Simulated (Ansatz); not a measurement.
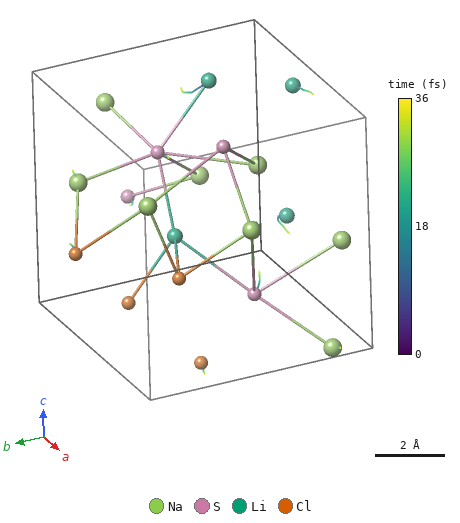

Molecular dynamics of an amorphous cell of composition Na2LiSCl (20 atoms in the cell), 36 fs long. Lines trace each atom's path, coloured by time; spheres stand at the starting positions. Seen from a free direction in the simulation cell.

Theory: DFT PBE+D3(BJ), scalar-relativistic, plane waves, PAW in Ansatz. Settings: plane-wave cutoff 320 eV; k-point mesh 1 × 1 × 1; Fermi-Dirac smearing 0.155 eV; volume 0.96 times that of the relaxed crystal; set temperature 1800 K; time step 1.5 fs.

Question: What do the traces tell about the motion?

Answer: Root-mean-square distances from the starting positions over the second half, with the common drift of all atoms taken out: Li 0.52 Å, S 0.34 Å, Cl 0.26 Å, Na 0.26 Å. The run lasts only 36 fs, too short to tell vibration from diffusion. The mean temperature in the second half is 1895 K (standard deviation 221 K). The potential energy is still drifting at the end, so the run hasn't reached equilibrium. The potential energy in the second half lies on average 95.6 meV per atom below the first frame. The mean pressure there is 5.6 GPa.

Limits of the set-up: the cutoff lies below the recommended one; the periodic images lie only 7.3 Å apart, so the values are limited by the cell's size.
